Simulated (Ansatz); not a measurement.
These are PBE (plane waves to 420 eV, PAW; Ansatz, a first-principles code) values and carry that method's errors.

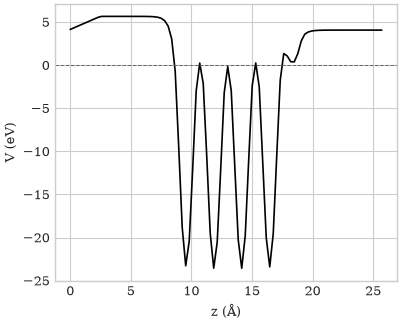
Fig. 1. Electrostatic potential energy of an electron, averaged over planes parallel to the surface, in eV from the Fermi level, for Cu on the 1x1 (111) surface of fcc Pt, one in a 2x2 cell, started at the site 'bridge Pt-Pt (span 2.8 Å)'

Model: 17-atom slab, 6.9 Å thick at the start under the adsorbate (thin: gaps and levels are the slab's own), 6x6x1 mesh, Fermi-Dirac 0.1 eV, dipole correction, 8 atoms held, the rest relaxed; held to the start's symmetry, so lower structures may exist; no spin, no spin-orbit, no U, no dispersion correction. At the end it is bonded to 3 Pt. In PBE it is, or lies within 0.03 eV of, the lowest of the starts that converged.

Q: The surface cell has an area of 27.30 Å². What dipole along the normal does the step between the two vacuum levels imply?

A: the top vacuum level lies 1.59 eV below the bottom one; p = −ε₀ A ΔV (ε₀ = 0.005526 e/(V·Å)) gives 0.24 e·Å a cell.
